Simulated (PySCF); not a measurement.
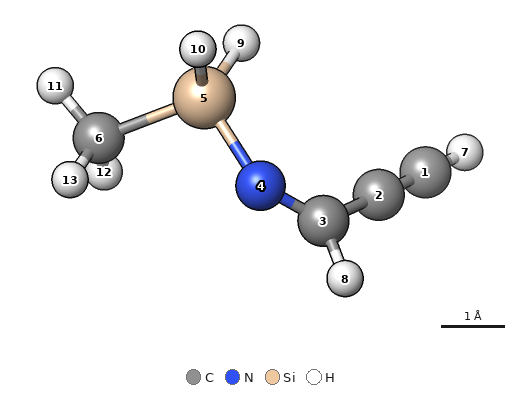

The structure as given in the input (ball-and-stick view, seen at a tilt; atoms are numbered from 1 in the order of the input). Bond lengths as drawn: C–C 1.20 to 1.43 Å, C–H 1.06 to 1.11 Å, C–N 1.21 Å, C–Si 1.89 Å, H–Si 1.48 to 1.49 Å and N–Si 1.74 Å.

# Geometry relaxation of C₄H₇NSi

C₄H₇NSi, computed with PBE0-D3(BJ)/def2-SVP geometry optimisation, gas phase (PySCF 2.14.0).

### Log
```
step   0  E = -500.18110215  max force = 0.089305
step   1  E = -500.18843980  max force = 0.023719
step   2  E = -500.18911777  max force = 0.006334
step   3  E = -500.18905909  max force = 0.004491
step   4  E = -500.18921028  max force = 0.001953
step   5  E = -500.18922174  max force = 0.002616
step   6  E = -500.18924586  max force = 0.000280
step   7  E = -500.18924953  max force = 0.000310
optimisation converged
```

### Trajectory as extended XYZ (Å, eV, eV/Å), 8 frames, from step=0 to step=7
```
13
Properties=species:S:1:pos:R:3:forces:R:3 step=0 energy=-13610.62105
C     2.8615    1.3964    0.1429    0.5562   1.0423   0.2063
C     2.2602    0.3995   -0.1427   -0.3662  -0.4638  -0.1318
C     1.5444   -0.7885   -0.4700    4.4269   0.4870  -1.3604
N     0.4209   -1.0735   -0.1342   -4.5922  -1.2420   1.1656
Si   -0.8581   -0.2999    0.7524   -0.5154   0.0252  -0.4445
C    -2.2755   -0.0743   -0.4832    0.1877  -0.3775   0.7981
H     3.3629    2.3056    0.3776    0.2519   0.3319   0.1307
H     2.1506   -1.4984   -1.0632    0.0878  -0.1614  -0.2090
H    -0.5524    1.0088    1.4057    0.1075   0.0894   0.0113
H    -1.1783   -1.2936    1.7959   -0.1882  -0.1160   0.2741
H    -3.1854    0.2295    0.0396   -0.2229   0.2133   0.1588
H    -2.0340    0.6718   -1.2249    0.1926   0.5754  -0.4595
H    -2.5110   -1.0002   -1.0062    0.0744  -0.4039  -0.1396
13
Properties=species:S:1:pos:R:3:forces:R:3 step=1 energy=-13610.82072
C     2.5457    1.4271    0.3832   -0.0805  -0.0302  -0.0165
C     1.9221    0.4240    0.1021    0.1519   0.0868   0.0391
C     1.2198   -0.7759   -0.2559   -1.2197  -0.1507   0.3894
N     0.0297   -1.0907    0.1062    1.0042  -0.0572  -0.4935
Si   -1.1487   -0.2917    1.1166   -0.1403   0.3226   0.2330
C    -2.6676    0.1048    0.0902    0.1111  -0.0541  -0.2432
H     3.0710    2.3279    0.6419    0.0304   0.0145   0.0083
H     1.7784   -1.4621   -0.9143    0.0669  -0.0591  -0.0564
H    -0.6180    0.9586    1.7586   -0.0398  -0.0067   0.0152
H    -1.5207   -1.2527    2.1982    0.0798  -0.0495  -0.0271
H    -3.5006    0.4657    0.7128    0.0602  -0.0134   0.0684
H    -2.4393    0.8824   -0.6587   -0.0219  -0.0660   0.0508
H    -3.0009   -0.7986   -0.4472   -0.0022   0.0630   0.0326
13
Properties=species:S:1:pos:R:3:forces:R:3 step=2 energy=-13610.83917
C     2.5486    1.4183    0.3987   -0.0351   0.0137  -0.0016
C     1.9131    0.4267    0.1058    0.0305   0.0683   0.0184
C     1.1914   -0.7607   -0.2664   -0.3257  -0.1974   0.1264
N     0.0176   -1.0889    0.0974    0.3251  -0.0020  -0.1975
Si   -1.1462   -0.2742    1.1197   -0.0779   0.1446   0.1399
C    -2.6609    0.0917    0.0837    0.0230  -0.0270  -0.0824
H     3.0897    2.3073    0.6686    0.0133  -0.0115  -0.0009
H     1.7511   -1.4443   -0.9321    0.0445   0.0225  -0.0464
H    -0.6261    0.9866    1.7479   -0.0169  -0.0094  -0.0024
H    -1.4846   -1.2390    2.2083    0.0240  -0.0153  -0.0070
H    -3.4870    0.4524    0.7148   -0.0003   0.0113   0.0193
H    -2.4434    0.8613   -0.6732    0.0004  -0.0048   0.0146
H    -2.9924   -0.8183   -0.4396   -0.0049   0.0070   0.0195
13
Properties=species:S:1:pos:R:3:forces:R:3 step=3 energy=-13610.83757
C     2.4831    1.4153    0.4209   -0.0043   0.0282   0.0081
C     1.8760    0.4111    0.1120    0.2062  -0.0286  -0.0748
C     1.1854   -0.7922   -0.2790    0.0685   0.2309  -0.0145
N     0.0182   -1.1130    0.0878   -0.1937  -0.2010  -0.0198
Si   -1.1228   -0.2630    1.1194   -0.0141  -0.0231   0.0345
C    -2.6367    0.0975    0.0823   -0.0192  -0.0075   0.0251
H     3.0053    2.3112    0.7051   -0.0066  -0.0070   0.0006
H     1.7504   -1.4480   -0.9716   -0.0169   0.0019   0.0664
H    -0.5892    1.0018    1.7245   -0.0037  -0.0105  -0.0089
H    -1.4476   -1.2161    2.2221   -0.0077   0.0021   0.0004
H    -3.4505    0.4794    0.7178   -0.0133   0.0143  -0.0134
H    -2.4165    0.8517   -0.6876    0.0101   0.0164  -0.0087
H    -2.9843   -0.8170   -0.4200   -0.0056  -0.0163   0.0051
13
Properties=species:S:1:pos:R:3:forces:R:3 step=4 energy=-13610.84168
C     2.5158    1.4169    0.4119   -0.0108   0.0137   0.0031
C     1.8940    0.4193    0.1107    0.0594  -0.0261  -0.0067
C     1.1842   -0.7766   -0.2709    0.0393   0.1004  -0.0647
N     0.0158   -1.1043    0.0914   -0.0737  -0.0584   0.0029
Si   -1.1351   -0.2657    1.1226    0.0032  -0.0217   0.0202
C    -2.6475    0.0912    0.0815   -0.0159  -0.0050   0.0223
H     3.0511    2.3070    0.6895    0.0018  -0.0042  -0.0019
H     1.7453   -1.4354   -0.9630    0.0054  -0.0076   0.0436
H    -0.6111    0.9992    1.7353    0.0022  -0.0029  -0.0064
H    -1.4590   -1.2256    2.2197   -0.0066   0.0025   0.0002
H    -3.4664    0.4658    0.7151   -0.0082   0.0117  -0.0128
H    -2.4283    0.8503   -0.6841    0.0077   0.0092  -0.0051
H    -2.9879   -0.8233   -0.4261   -0.0037  -0.0115   0.0054
13
Properties=species:S:1:pos:R:3:forces:R:3 step=5 energy=-13610.84200
C     2.5271    1.4173    0.4131   -0.0122   0.0049  -0.0003
C     1.9003    0.4244    0.1066    0.0059   0.0134  -0.0356
C     1.1837   -0.7649   -0.2814   -0.0131  -0.0476   0.1345
N     0.0153   -1.0976    0.0835    0.0348   0.0047  -0.0652
Si   -1.1374   -0.2664    1.1186   -0.0084   0.0194   0.0053
C    -2.6569    0.0872    0.0854   -0.0023  -0.0066   0.0007
H     3.0677    2.3028    0.6948    0.0049  -0.0018   0.0011
H     1.7553   -1.4379   -0.9497   -0.0174   0.0196  -0.0398
H    -0.6135    1.0002    1.7277   -0.0016  -0.0017   0.0007
H    -1.4572   -1.2254    2.2178    0.0069  -0.0049  -0.0043
H    -3.4754    0.4630    0.7189    0.0021   0.0056  -0.0026
H    -2.4406    0.8454   -0.6827    0.0030  -0.0059   0.0001
H    -2.9976   -0.8293   -0.4191   -0.0024   0.0010   0.0053
13
Properties=species:S:1:pos:R:3:forces:R:3 step=6 energy=-13610.84265
C     2.5270    1.4199    0.4106   -0.0061   0.0046   0.0002
C     1.9008    0.4254    0.1083   -0.0083  -0.0026   0.0053
C     1.1843   -0.7660   -0.2744    0.0144  -0.0046  -0.0017
N     0.0152   -1.0996    0.0851   -0.0057   0.0093  -0.0046
Si   -1.1382   -0.2683    1.1205   -0.0001   0.0028   0.0018
C    -2.6561    0.0862    0.0853   -0.0027  -0.0038   0.0077
H     3.0686    2.3059    0.6888    0.0028  -0.0012  -0.0016
H     1.7511   -1.4308   -0.9551    0.0014  -0.0012  -0.0031
H    -0.6143    0.9977    1.7306   -0.0003   0.0005   0.0011
H    -1.4580   -1.2286    2.2184    0.0025  -0.0031  -0.0018
H    -3.4744    0.4648    0.7173    0.0019   0.0048  -0.0027
H    -2.4372    0.8428   -0.6835    0.0028  -0.0045  -0.0037
H    -2.9981   -0.8304   -0.4180   -0.0025  -0.0010   0.0031
13
Properties=species:S:1:pos:R:3:forces:R:3 step=7 energy=-13610.84275
C     2.5250    1.4206    0.4129   -0.0040   0.0020  -0.0004
C     1.8999    0.4260    0.1086   -0.0019  -0.0035   0.0025
C     1.1844   -0.7652   -0.2765    0.0159   0.0037  -0.0062
N     0.0154   -1.0992    0.0824   -0.0132   0.0055  -0.0021
Si   -1.1367   -0.2675    1.1194    0.0020  -0.0015   0.0014
C    -2.6569    0.0840    0.0868   -0.0017  -0.0026   0.0060
H     3.0666    2.3061    0.6926    0.0015   0.0005  -0.0009
H     1.7511   -1.4282   -0.9592    0.0003  -0.0007   0.0019
H    -0.6121    0.9998    1.7262   -0.0017   0.0003   0.0013
H    -1.4528   -1.2266    2.2193    0.0018  -0.0026  -0.0011
H    -3.4733    0.4664    0.7189    0.0015   0.0045  -0.0017
H    -2.4387    0.8370   -0.6857    0.0019  -0.0042  -0.0039
H    -3.0011   -0.8343   -0.4119   -0.0024  -0.0013   0.0031
```

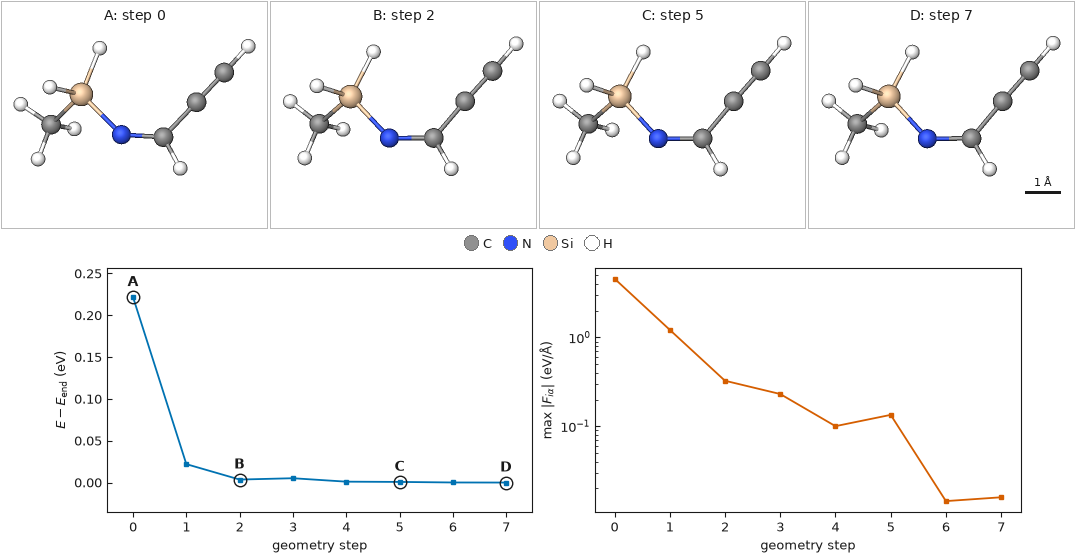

Frames of the relaxation (ball-and-stick view, seen at a tilt) above the curves, on which the letters mark them (steps are counted from 0).

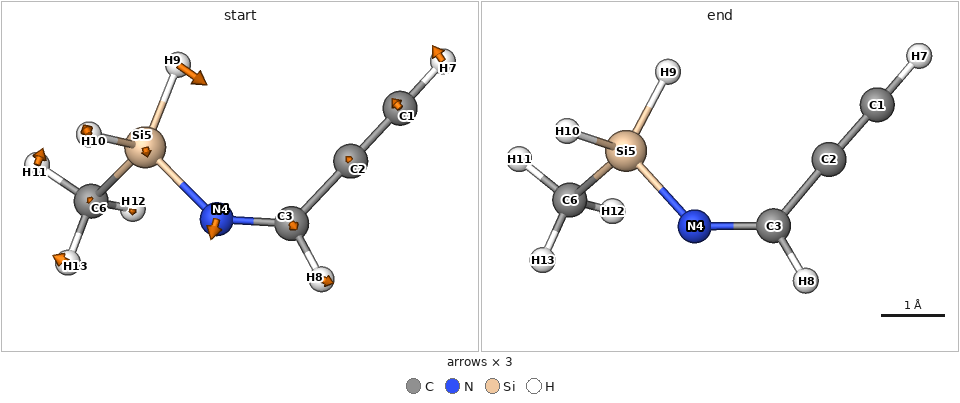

Before (left) and after (right) the relaxation, at one scale (ball-and-stick view, seen at a tilt). The orange arrows give the displacements, magnified 3 times. Over 7 geometry steps the energy falls by 0.222 eV. The largest force component goes from 4.6 to 0.016 eV/Å. H9 moves most after the best rigid fit: 0.20 Å. Largest moves by element: H 0.20 Å, N 0.12 Å, C 0.08 Å, Si 0.06 Å. Among the contacts that change: C3–N4 1.207 → 1.268 Å, Si5–C6 1.894 → 1.871 Å, C6–H12 1.079 → 1.101 Å, N4–Si5 1.738 → 1.759 Å. Among the angles that change: C3–N4–Si5 136.2° → 130.3°, N4–Si5–H9 117.5° → 114.1°, N4–Si5–H10 102.7° → 105.6°. (Atoms are counted from 1 in the order of the input.)

This output came from the following input.

### Input
```
{"job": {"xc": "PBE0", "basis": "def2-SVP", "d3": "d3bj", "grid": 1, "shake": 0.01, "kind": "geom"}, "charge": 0, "multiplicity": 1}
C      2.861550     1.396430     0.142850
C      2.260210     0.399500    -0.142730
C      1.544360    -0.788490    -0.469960
N      0.420940    -1.073500    -0.134200
Si    -0.858110    -0.299940     0.752400
C     -2.275470    -0.074290    -0.483210
H      3.362940     2.305550     0.377580
H      2.150600    -1.498390    -1.063180
H     -0.552350     1.008790     1.405740
H     -1.178330    -1.293650     1.795920
H     -3.185450     0.229470     0.039620
H     -2.034030     0.671820    -1.224940
H     -2.511040    -1.000180    -1.006200
```

The first line tells a small driver script what to run in PySCF; the rest is the geometry in Å.

Run as:
```bash
OMP_NUM_THREADS=1 python <driver script> task.json out
```

### Results in brief

- outcome: converged
- total energy: −500.189250 hartree
- dipole moment: 1.59 D
- point group: C1
- hardware: 1 CPU thread, shared host
- wall time: 35 s
- peak memory: 0.51 GiB
